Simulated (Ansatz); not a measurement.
# Calculations on C$_{4}$H$_{5}$F

## 1. Relaxation

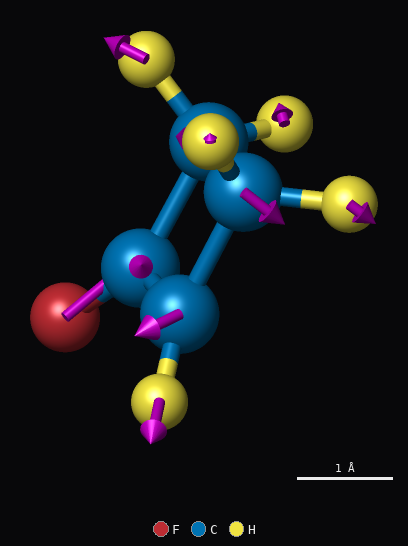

A relaxation of C$_{4}$H$_{5}$F (coarse preliminary run). The starting structure is drawn; purple arrows show the displacements, magnified 10 times. The two geometries are superimposed by the best rigid fit.

Style: ball-and-stick. Shown from a free direction.

The calculation used Ansatz, RKS PBE-D4/def2-SVP.

The input:
```yaml
crystal:
  periodic: [false, false, false]
  atoms:
    - {symbol: F, position_ang: [0.313900, 0.442600, 2.404100]}
    - {symbol: C, position_ang: [0.108800, 0.139600, 1.102000]}
    - {symbol: C, position_ang: [-0.071000, -1.037200, 0.463200]}
    - {symbol: C, position_ang: [-0.052400, -0.406500, -0.899600]}
    - {symbol: C, position_ang: [0.047800, 0.930400, -0.201800]}
    - {symbol: H, position_ang: [-0.081300, -2.048900, 0.826300]}
    - {symbol: H, position_ang: [0.708400, -0.667500, -1.587200]}
    - {symbol: H, position_ang: [-1.043900, -0.519500, -1.424200]}
    - {symbol: H, position_ang: [-0.804800, 1.632400, -0.243800]}
    - {symbol: H, position_ang: [0.957700, 1.483500, -0.436100]}
basis:
  gaussian: {orbitals: def2-SVP}
hamiltonian: {xc: pbe, dispersion: d4}
relax: {f_tol: 0.03, max_steps: 250}
```

**What happened in the run?**

The optimiser took 6 steps. The largest move after the best rigid fit is that of F1, 0.095 Å. Largest moves by element: F 0.095 Å, H 0.074 Å, C 0.063 Å. Among the contacts that change: C4–C5 1.511 → 1.573 Å, C4–H7 1.058 → 1.110 Å, C2–C5 1.526 → 1.503 Å, C3–H6 1.075 → 1.098 Å. Among the angles between lasting bonds that change: F1–C2–C5 135.4° → 128.9°, C3–C2–C5 92.4° → 97.4°, C4–C5–H9 119.5° → 115.3°.

## 2. Relaxation

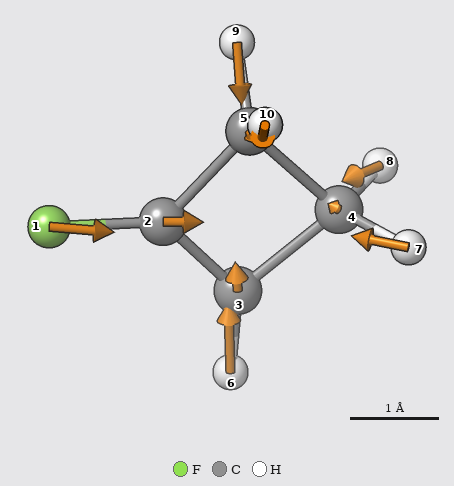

This is a relaxation of C₄H₅F. The starting structure is drawn; orange arrows show the displacements, 30 times their true length. The two geometries are superimposed by the best rigid fit.

Style: ball-and-stick. Shown at a tilt.

Level of theory: Ansatz 0.2.0, RKS PBE0-D4/def2-TZVP.

Input
```yaml
crystal:
  periodic: [false, false, false]
  atoms:
    - {symbol: F, position_ang: [0.268444, 0.502944, 2.347420]}
    - {symbol: C, position_ang: [0.119604, 0.119525, 1.079597]}
    - {symbol: C, position_ang: [-0.026747, -1.080100, 0.479408]}
    - {symbol: C, position_ang: [-0.108739, -0.417848, -0.890471]}
    - {symbol: C, position_ang: [0.066707, 0.964999, -0.161444]}
    - {symbol: H, position_ang: [-0.070955, -2.121715, 0.822645]}
    - {symbol: H, position_ang: [0.713064, -0.664212, -1.595471]}
    - {symbol: H, position_ang: [-1.079146, -0.527886, -1.419668]}
    - {symbol: H, position_ang: [-0.796378, 1.658092, -0.245029]}
    - {symbol: H, position_ang: [0.997345, 1.515101, -0.414087]}
basis:
  gaussian: {orbitals: def2-TZVP}
hamiltonian: {xc: pbe0, dispersion: d4}
relax: {f_tol: 0.005, max_steps: 200}
```

Describe the change and its energy.

Answer. The atom that moves furthest after the best rigid fit is H6 (0.030 Å). Largest moves by element: H 0.030 Å, F 0.026 Å, C 0.016 Å. Near-neighbour distances that change, for instance: C2–C3 1.349 → 1.328 Å, C4–H7 1.110 → 1.092 Å, C3–H6 1.098 → 1.080 Å, C2–C5 1.503 → 1.490 Å. After 4 geometry steps the energy has fallen by 0.049 eV. The largest force component goes from 0.72 to 0.0047 eV/Å. The run took roughly 60 core-seconds on a shared host.

## 3. A change

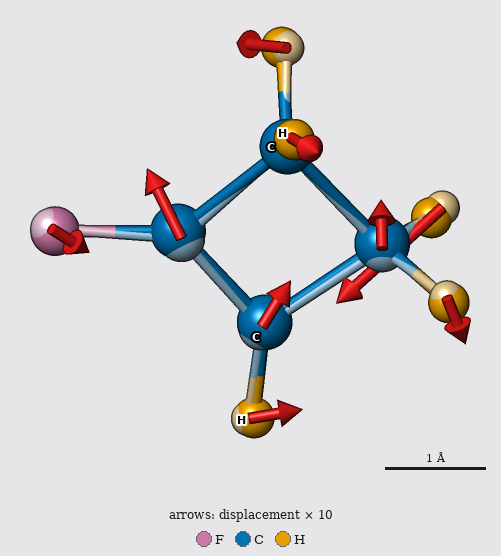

C$_{4}$H$_{5}$F, drawn pale, and a changed version of it, drawn solid. The red arrows show how the atoms are displaced, magnified 10 times. A ball-and-stick model, seen at a tilt.

The calculation used Ansatz 0.2.0, RKS PBE-D4/def2-TZVPP. 

> Describe the change and its computed effect.

All atoms are moved at random (σ = 0.06 Å) from the PBE0-D4/def2-TZVP minimum. It costs 110.2 kJ/mol. The largest force is 9.1 eV/Å, on a C atom. The forces point partly back along the displacements (cosine −0.63). At other levels of theory the same distortion costs 110.7 kJ/mol (RKS r2SCAN-D4/def2-TZVPP), 109.5 kJ/mol (RKS PBE0-D4/def2-TZVPP), 112.4 kJ/mol (RKS wB97M-V/def2-TZVPP), 110.2 kJ/mol (RHF-CCSD(T), frozen core/def2-TZVPP). Some distances before and after: C–H 1.090 → 0.933 to 1.151 Å, C–F 1.323 → 1.245 Å, C–C 1.328 → 1.380 Å, C–C 1.515 → 1.485 Å. Bond angles that change, for instance: C–C–H 116.0° → 105.9°, C–C–H 113.9° → 121.1°.
